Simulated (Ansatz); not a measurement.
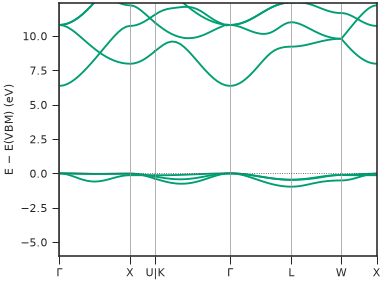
Fig. 1. Band structure from DFT-LDA in the program Ansatz with PAW potentials

### Question
Read off the gap and where the band edges lie.

### Answer
About 6.4 eV (6.36 eV by a search for the band edges); maximum at Γ, minimum at Γ.

### Question
Which compound is it?
(A) NaCl, rock salt
(B) CsCl, rock salt
(C) AlN, rock salt
(D) KF, rock salt

### Answer
D, KF, rock salt

Space group Fm-3m (rock salt). Symmetry was held in the LDA relaxation.

Potentials: the earlier of the program's two PAW sets. The files were generated under PBE; for other functionals the program regenerates the frozen cores, and for LDA and PBEsol the local potential too.
